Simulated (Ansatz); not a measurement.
Consider H₆LaN₃ (charge +1, doublet).

```yaml
atoms:
  - { symbol: La, position_ang: [-0.0011, 0.0007, -0.0127] }
  - { symbol: N, position_ang: [2.3352, 0.0336, -0.2391] }
  - { symbol: H, position_ang: [2.9671, -0.7692, -0.3413] }
  - { symbol: H, position_ang: [2.9529, 0.8537, -0.2526] }
  - { symbol: N, position_ang: [-1.1858, 2.0131, 0.2259] }
  - { symbol: H, position_ang: [-2.1988, 2.1348, 0.3412] }
  - { symbol: H, position_ang: [-0.8060, 2.9669, 0.2427] }
  - { symbol: N, position_ang: [-1.1498, -2.0463, 0.0067] }
  - { symbol: H, position_ang: [-0.7532, -2.9895, -0.0792] }
  - { symbol: H, position_ang: [-2.1603, -2.1978, 0.1084] }
```

Geometry: r2SCAN-D4/def2-SVP; core potentials replace the inner electrons of La.

Method: UKS PBE0-D4/def2-TZVP in Ansatz.

> Predict the electron density, electron localisation function and spin density between the atoms.

La–N (2.35 Å): the density is about 0.53 e/Å³ at the midpoint; the ELF peaks at about 0.90 in the valence shell of N, 0.6 Å from its nucleus, and drops to about 0.20 between the two atoms: a closed-shell, largely ionic contact.
N–H (1.03 Å): ρ is about 2.8 e/Å³ halfway; the ELF climbs to about 1 towards the hydrogen, as it does in any bond to H (a covalent bond by its length).
The unpaired spin (1 electron) lies mostly on N2 (about 0.3), N5 (about 0.3) and N8 (about 0.3), in electrons by Hirshfeld's partition.

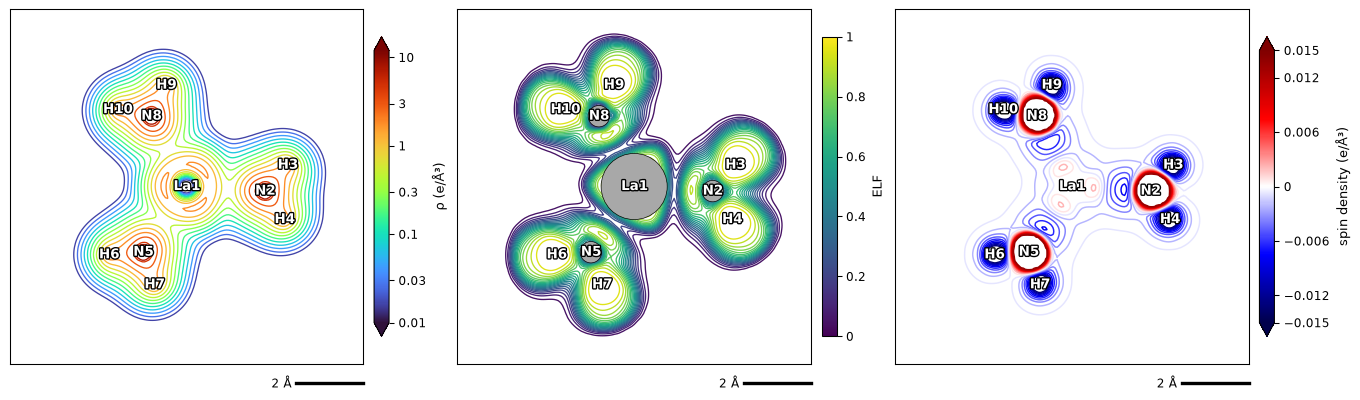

Computed electron density, electron localisation function and spin density on the molecular plane, in this order. Grey discs cover the atomic cores in the ELF map. 
